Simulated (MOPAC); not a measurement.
# Frequency calculation of MgNH2F (part 1 of 2)

MgNH2F, computed with AM1, closed shell (MOPAC 23.2.5).

The geometry was optimised with AM1.

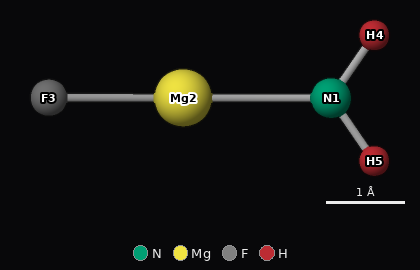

Fig. 1: The input geometry (ball-and-stick view, seen on its broad side; atoms are numbered from 1 in the order of the input). Sticks mark near contacts. Bond lengths as drawn: F–Mg 1.73 Å, H–N 0.98 Å and Mg–N 1.91 Å.

Input (fh2mgn.mop)
```
AM1 FORCE THERMO THREADS=1 AUX(PRECISION=6)
FH2MgN

N -0.563354 1 0.630980 1 -0.215471 1
Mg 0.671618 1 -0.751525 1 0.249592 1
F 1.791137 1 -2.007095 1 0.671539 1
H -0.537885 1 1.545027 1 0.144674 1
H -1.309276 1 0.522562 1 -0.846018 1
```

Run on 1 thread of Intel Xeon (Sapphire Rapids), 64 GiB of memory available, shared host.

Launch command:
```bash
mopac fh2mgn.mop
```

Output
```
MOPAC v23.2.5
AM1 CALCULATION RESULTS

 *  AM1        - The AM1 Hamiltonian to be used
 *  FORCE      - FORCE CALCULATION SPECIFIED
 *  THREADS=1  - MULTI-THREADING NOT USED
 *  AUX        - OUTPUT AUXILIARY INFORMATION
 *  THERMO     - THERMODYNAMIC QUANTITIES TO BE CALCULATED
AM1 FORCE THERMO THREADS=1 AUX(PRECISION=6)
 FH2MgN

   ATOM   CHEMICAL          X               Y               Z
  NUMBER   SYMBOL      (ANGSTROMS)     (ANGSTROMS)     (ANGSTROMS)

     1       N         -0.56335400  *   0.63098000  *  -0.21547100  *
     2      Mg          0.67161800  *  -0.75152500  *   0.24959200  *
     3       F          1.79113700  *  -2.00709500  *   0.67153900  *
     4       H         -0.53788500  *   1.54502700  *   0.14467400  *
     5       H         -1.30927600  *   0.52256200  *  -0.84601800  *

          CARTESIAN COORDINATES

    NO.       ATOM           X           Y           Z

     1         N         -0.5634      0.6310     -0.2155
     2        Mg          0.6716     -0.7515      0.2496
     3         F          1.7911     -2.0071      0.6715
     4         H         -0.5379      1.5450      0.1447
     5         H         -1.3093      0.5226     -0.8460

           Empirical Formula: H2 N Mg F  =     5 atoms

      MOLECULAR POINT GROUP   :   C2v

      RHF CALCULATION, NO. OF DOUBLY OCCUPIED LEVELS = 8

          HEAT OF FORMATION =     -78.567957 KCALS/MOLE

          CARTESIAN COORDINATE DERIVATIVES

   NUMBER  ATOM         X            Y            Z

     1       N     -0.013146     0.029388     0.035426
     2      Mg     -0.003101    -0.012245    -0.000949
     3       F      0.007152     0.007389    -0.001111
     4       H     -0.008657    -0.005193    -0.011457
     5       H      0.017752    -0.019339    -0.021908

 DIPOLE           X         Y         Z       TOTAL
 POINT-CHG.    -1.397    -0.003    -0.000     1.397
 HYBRID        -0.127    -0.001    -0.001     0.127
 SUM           -1.524    -0.004    -0.001     1.524

          GRADIENT NORM =   0.06294

          MOLECULAR WEIGHT =   59.33

          ROTATIONAL CONSTANTS IN CM(-1)

          A =   12.75796104   B =    0.13982384   C =    0.13830803

           PRINCIPAL MOMENTS OF INERTIA IN UNITS OF 10**(-40)*GRAM-CM**2

          A =        2.1941   B =      200.2001   C =      202.3943

          ORIENTATION OF MOLECULE IN FORCE CALCULATION

    NO.       ATOM         X         Y         Z

     1          N      -1.9315   -0.0005    0.0000
     2         Mg      -0.0203   -0.0005    0.0000
     3          F       1.7140    0.0010    0.0000
     4          H      -2.4886   -0.6507   -0.4824
     5          H      -2.4885    0.6503    0.4817

    FIRST DERIVATIVES WILL BE USED IN THE CALCULATION OF SECOND DERIVATIVES

          ESTIMATED TIME TO COMPLETE CALCULATION =        0.23 SECONDS

    FOR POINT-GROUP C2v  THERE ARE   4 UNIQUE SYMMETRY FUNCTIONS.

 STEP:   1 TIME =     0.00 SECS, INTEGRAL =      0.00 TIME LEFT: 172800.00
 STEP:   2 TIME =     0.01 SECS, INTEGRAL =      0.01 TIME LEFT: 172799.99
 STEP:   3 TIME =     0.00 SECS, INTEGRAL =      0.01 TIME LEFT: 172799.99
 STEP:   4 TIME =     0.00 SECS, INTEGRAL =      0.01 TIME LEFT: 172799.99
 STEP:   5 TIME =     0.01 SECS, INTEGRAL =      0.02 TIME LEFT: 172799.98
 STEP:   6 TIME =     0.00 SECS, INTEGRAL =      0.02 TIME LEFT: 172799.98
 STEP:   7 TIME =     0.00 SECS, INTEGRAL =      0.02 TIME LEFT: 172799.98
 STEP:   8 TIME =     0.00 SECS, INTEGRAL =      0.02 TIME LEFT: 172799.98
 STEP:   9 TIME =     0.00 SECS, INTEGRAL =      0.02 TIME LEFT: 172799.98
 STEP:  10 TIME =     0.00 SECS, INTEGRAL =      0.02 TIME LEFT: 172799.98
 STEP:  11 TIME =     0.00 SECS, INTEGRAL =      0.02 TIME LEFT: 172799.98
 STEP:  12 TIME =     0.00 SECS, INTEGRAL =      0.02 TIME LEFT: 172799.98
 STEP:  13                       INTEGRAL =      0.02 TIME LEFT: 172799.98
 STEP:  14                       INTEGRAL =      0.02 TIME LEFT: 172799.98
 STEP:  15                       INTEGRAL =      0.02 TIME LEFT: 172799.98

(To convert to Hartree/Bohr^2, multiply by (10^(-21) x N x a0^2)/(4.184 x 627.51) =  0.0642)

           FORCE MATRIX IN MILLIDYNES/ANGSTROM

                  N  1      Mg  2       F  3       H  4       H  5
 ------------------------------------------------------------------
     N    1  12.196808
    Mg    2   2.359179   6.782362
     F    3   0.118475   3.887284   3.996584
     H    4   6.611084   0.321844   0.016005   7.209510
     H    5   6.612625   0.322240   0.015906   0.888180   7.209510

          HEAT OF FORMATION =     -78.567957 KCALS/MOLE

          ZERO POINT ENERGY      16.563 KCAL/MOL

           NORMAL COORDINATE ANALYSIS (Total motion = 1 Angstrom)

   Root No.       1         2         3         4         5         6         7         8

                 1 B2      1 B1      2 B1      1 A1      2 B2      2 A1      3 A1      3 B2

                 104.6     120.1     409.1     586.4     614.6     896.2    1694.5    3552.3

           1    0.0000   -0.0000   -0.0000    0.2657   -0.0000   -0.1761   -0.0544    0.0000
           2   -0.0896    0.0877    0.0492    0.0001    0.0559    0.0000   -0.0000   -0.0436
           3   -0.0664   -0.1183   -0.0664    0.0000    0.0414   -0.0000    0.0000   -0.0323
           4   -0.0001    0.0000    0.0000   -0.0152    0.0000    0.2853   -0.0011    0.0000
           5    0.1507   -0.1344   -0.0053   -0.0000   -0.0202    0.0001   -0.0000   -0.0004
           6    0.1117    0.1814    0.0072   -0.0000   -0.0150    0.0000    0.0000   -0.0003
           7    0.0000   -0.0000    0.0000   -0.2037   -0.0000   -0.2181    0.0001    0.0000
           8   -0.1072    0.0924   -0.0008   -0.0001    0.0033   -0.0002    0.0000   -0.0000
           9   -0.0795   -0.1248    0.0011   -0.0000    0.0024   -0.0000   -0.0000   -0.0000
          10    0.1680   -0.0001    0.0001    0.2577    0.3946   -0.1603    0.3906    0.2771
          11   -0.1827    0.1417   -0.2700    0.0003   -0.1747   -0.0002   -0.2131    0.3075
          12   -0.1373   -0.1913    0.3644    0.0001   -0.1296   -0.0002   -0.1580    0.2281
          13   -0.1678   -0.0000    0.0001    0.2577   -0.3945   -0.1602    0.3904   -0.2773
          14   -0.1847    0.1391   -0.2700   -0.0001   -0.1750    0.0003    0.2134    0.3076
          15   -0.1349   -0.1877    0.3644   -0.0001   -0.1296    0.0002    0.1580    0.2277

   Root No.       9

                 4 A1

                3608.5

           1   -0.0346
           2   -0.0000
           3   -0.0000
           4   -0.0007
           5   -0.0000
           6   -0.0000
           7    0.0001
           8    0.0000
           9   -0.0000
          10    0.2476
          11    0.3326
          12    0.2464
          13    0.2479
          14   -0.3324
          15   -0.2464

           MASS-WEIGHTED COORDINATE ANALYSIS (NORMAL COORDINATES)

   Root No.       1         2         3         4         5         6         7         8

                 1 B2      1 B1      2 B1      1 A1      2 B2      2 A1      3 A1      3 B2

                 104.6     120.1     409.1     586.4     614.6     896.2    1694.5    3552.3

           1    0.0001   -0.0001   -0.0001    0.7182   -0.0001   -0.3591   -0.2908    0.0001
           2   -0.2712    0.2258    0.2572    0.0003    0.2978    0.0000   -0.0001   -0.2327
           3   -0.2009   -0.3047   -0.3472    0.0000    0.2207   -0.0000    0.0000   -0.1724
           4   -0.0002    0.0002    0.0000   -0.0543    0.0001    0.7663   -0.0079    0.0000
           5    0.6007   -0.4559   -0.0367   -0.0000   -0.1422    0.0003   -0.0000   -0.0027
           6    0.4451    0.6153    0.0495   -0.0000   -0.1054    0.0000    0.0000   -0.0020
           7    0.0002   -0.0001    0.0000   -0.6414   -0.0000   -0.5181    0.0008    0.0000
           8   -0.3779    0.2772   -0.0049   -0.0002    0.0203   -0.0004    0.0000   -0.0000
           9   -0.2800   -0.3741    0.0066   -0.0000    0.0151   -0.0000   -0.0000   -0.0000
          10    0.1363   -0.0000    0.0001    0.1868    0.5644   -0.0877    0.5596    0.3968
          11   -0.1483    0.0979   -0.3788    0.0002   -0.2499   -0.0001   -0.3053    0.4403
          12   -0.1115   -0.1321    0.5112    0.0001   -0.1853   -0.0001   -0.2264    0.3267
          13   -0.1362   -0.0000    0.0001    0.1868   -0.5642   -0.0877    0.5594   -0.3971
          14   -0.1499    0.0960   -0.3787   -0.0000   -0.2503    0.0002    0.3058    0.4405
          15   -0.1095   -0.1296    0.5111   -0.0001   -0.1853    0.0001    0.2264    0.3260

   Root No.       9

                 4 A1

                3608.5

           1   -0.1858
           2   -0.0001
           3   -0.0000
           4   -0.0048
           5   -0.0000
           6   -0.0000
           7    0.0005
           8    0.0000
           9   -0.0000
          10    0.3567
          11    0.4791
          12    0.3549
          13    0.3571
          14   -0.4788
          15   -0.3549

          DESCRIPTION OF VIBRATIONS

 VIBRATION          1    1B2         ATOM PAIR     ENERGY CONTRIBUTION    RADIAL
 FREQUENCY           104.58         N 1 -- Mg2         +32.3% (363.4%)      0.0%
 TRANSITION DIPOLE   1.5616         N 1 -- H 4         +32.2% (363.1%)     98.4%
 TRAVEL (Ang.)       0.2721         N 1 -- H 5         +32.2% (363.1%)     98.3%
 REDUCED MASS        8.7090         Mg2 -- F 3          +3.3% (115.8%)      0.0%
 EFFECTIVE MASS    122.9614
 FORCE CONSTANT      0.0561

 VIBRATION          2    1B1         ATOM PAIR     ENERGY CONTRIBUTION    RADIAL
 FREQUENCY           120.14         N 1 -- Mg2         +56.1% (102.5%)      0.0%
 TRANSITION DIPOLE   2.0349         Mg2 -- F 3         +35.7% ( 81.7%)      0.0%
 TRAVEL (Ang.)       0.2425         N 1 -- H 5          +4.1% ( 27.9%)      0.0%
 REDUCED MASS        9.5420         N 1 -- H 4          +4.0% ( 27.4%)      0.0%
 EFFECTIVE MASS     24.0762
 FORCE CONSTANT      0.0811

 VIBRATION          3    2B1         ATOM PAIR     ENERGY CONTRIBUTION    RADIAL
 FREQUENCY           409.06         N 1 -- H 4         +47.3% ( 59.7%)      0.0%
 TRANSITION DIPOLE   1.3933         N 1 -- H 5         +47.3% ( 59.7%)      0.0%
 TRAVEL (Ang.)       0.4487         N 1 -- Mg2          +5.3% ( 20.0%)      0.0%
 REDUCED MASS        0.8187
 EFFECTIVE MASS      2.3755
 FORCE CONSTANT      0.0807

 VIBRATION          4    1A1         ATOM PAIR     ENERGY CONTRIBUTION    RADIAL
 FREQUENCY           586.39         N 1 -- Mg2         +39.9% (123.0%)    100.0%
 TRANSITION DIPOLE   0.2035         N 1 -- H 4         +25.2% ( 97.6%)     32.1%
 TRAVEL (Ang.)       0.1287         N 1 -- H 5         +25.2% ( 97.6%)     32.1%
 REDUCED MASS        6.9450         Mg2 -- F 3          +9.7% ( 60.7%)    100.0%
 EFFECTIVE MASS     22.4381
 FORCE CONSTANT      1.4070

 VIBRATION          5    2B2         ATOM PAIR     ENERGY CONTRIBUTION    RADIAL
 FREQUENCY           614.58         N 1 -- H 4         +45.0% (136.4%)      7.5%
 TRANSITION DIPOLE   0.8984         N 1 -- H 5         +45.0% (136.4%)      7.5%
 TRAVEL (Ang.)       0.4154         N 1 -- Mg2          +9.9% ( 64.1%)      0.0%
 REDUCED MASS        0.6359
 EFFECTIVE MASS      5.1348
 FORCE CONSTANT      0.1415

 VIBRATION          6    2A1         ATOM PAIR     ENERGY CONTRIBUTION    RADIAL
 FREQUENCY           896.18         Mg2 -- F 3         +47.3% ( 87.7%)    100.0%
 TRANSITION DIPOLE   4.8723         N 1 -- Mg2         +40.1% ( 80.7%)    100.0%
 TRAVEL (Ang.)       0.0868         N 1 -- H 4          +6.3% ( 32.0%)     32.1%
 REDUCED MASS        9.9844         N 1 -- H 5          +6.3% ( 32.0%)     32.1%
 EFFECTIVE MASS     21.5464
 FORCE CONSTANT      4.7246

 VIBRATION          7    3A1         ATOM PAIR     ENERGY CONTRIBUTION    RADIAL
 FREQUENCY          1694.55         N 1 -- H 5         +47.9% ( 57.0%)      3.3%
 TRANSITION DIPOLE   0.1251         N 1 -- H 4         +47.9% ( 57.0%)      3.3%
 TRAVEL (Ang.)       0.2760         N 1 -- Mg2          +4.2% ( 16.8%)    100.0%
 REDUCED MASS        0.5224
 EFFECTIVE MASS      1.6849
 FORCE CONSTANT      0.8839

 VIBRATION          8    3B2         ATOM PAIR     ENERGY CONTRIBUTION    RADIAL
 FREQUENCY          3552.33         N 1 -- H 4         +49.6% ( 72.1%)     97.4%
 TRANSITION DIPOLE   0.3173         N 1 -- H 5         +49.6% ( 72.1%)     97.5%
 TRAVEL (Ang.)       0.1908         N 1 -- Mg2          +0.7% (  8.6%)      0.0%
 REDUCED MASS        0.5215
 EFFECTIVE MASS      1.5246
 FORCE CONSTANT      3.8772
```
